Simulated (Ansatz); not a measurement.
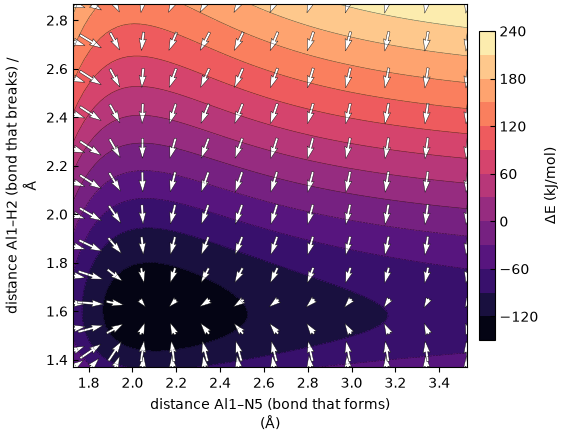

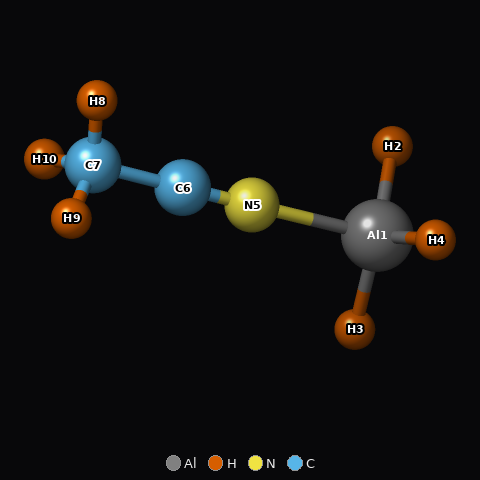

Energy landscape of the reacting system C₂H₆AlN (fragments AlH₃ + C₂H₃N where the first distance is long, C₂H₅AlN + H where the second is long). The first coordinate is: distance Al1–N5 (bond that forms); the second: distance Al1–H2 (bond that breaks). Relaxed at each point: all other coordinates. The grid has 13 × 13 points. Points are written as (first, second). All energies are given in kJ/mol relative to a guessed transition structure relaxed with its forming and breaking bonds held. The reference is spin-restricted, so regions where a bond is pulled apart into radicals lie too high. All numbers below come from RHF/def2-SVP (Ansatz).

Drawn: filled contours, arrows along the force (downhill), their lengths compressed. Between grid points the surface is interpolated. The second picture is the structure at the lowest point.

What does the map say about the system?

Answer. The lowest grid point is at (2.046 Å, 1.633 Å), −140 kJ/mol from a guessed transition structure relaxed with its forming and breaking bonds held. It is the only kind of minimum in the scanned range. The highest grid point, (3.528 Å, 2.868 Å), lies 374 kJ/mol above the lowest. Round the minimum the two coordinates are nearly uncoupled.

The values on the grid:

| second ↓, first → | 1.728 | 1.809 | 1.920 | 2.046 | 2.184 | 2.331 | 2.485 | 2.646 | 2.812 | 2.984 | 3.161 | 3.342 | 3.528 |
| --- | --- | --- | --- | --- | --- | --- | --- | --- | --- | --- | --- | --- | --- |
| 2.868 | 189 | 160 | 141 | 138 | 146 | 160 | 175 | 190 | 202 | 213 | 221 | 228 | 234 |
| 2.713 | 158 | 127 | 108 | 104 | 112 | 124 | 139 | 153 | 165 | 175 | 183 | 190 | 196 |
| 2.562 | 124 | 93 | 73 | 69 | 75 | 87 | 101 | 114 | 126 | 135 | 143 | 150 | 155 |
| 2.415 | 90 | 58 | 37 | 32 | 37 | 49 | 62 | 74 | 85 | 95 | 102 | 109 | 114 |
| 2.272 | 55 | 23 | 1 | −6 | −1 | 10 | 22 | 34 | 45 | 54 | 61 | 67 | 72 |
| 2.133 | 20 | −13 | −35 | −42 | −38 | −29 | −17 | −5 | 5 | 13 | 21 | 27 | 32 |
| 1.999 | −12 | −45 | −69 | −77 | −74 | −64 | −53 | −42 | −33 | −24 | −17 | −11 | −7 |
| 1.870 | −40 | −74 | −98 | −106 | −104 | −95 | −85 | −74 | −65 | −57 | −50 | −44 | −40 |
| 1.748 | −60 | −94 | −119 | −128 | −126 | −119 | −109 | −98 | −89 | −81 | −75 | −69 | −65 |
| 1.633 | −70 | −104 | −130 | −140 | −138 | −131 | −121 | −112 | −103 | −95 | −89 | −83 | −79 |
| 1.528 | −66 | −101 | −127 | −137 | −136 | −129 | −120 | −110 | −102 | −94 | −88 | −83 | −78 |
| 1.435 | −47 | −82 | −108 | −119 | −119 | −112 | −103 | −94 | −85 | −78 | −72 | −67 | −62 |
| 1.368 | −20 | −56 | −83 | −94 | −94 | −87 | −79 | −69 | −61 | −54 | −48 | −42 | −38 |

Time for the 169 points that were run: 17 min on 1 thread of Arm Neoverse V2, with other jobs on the host.
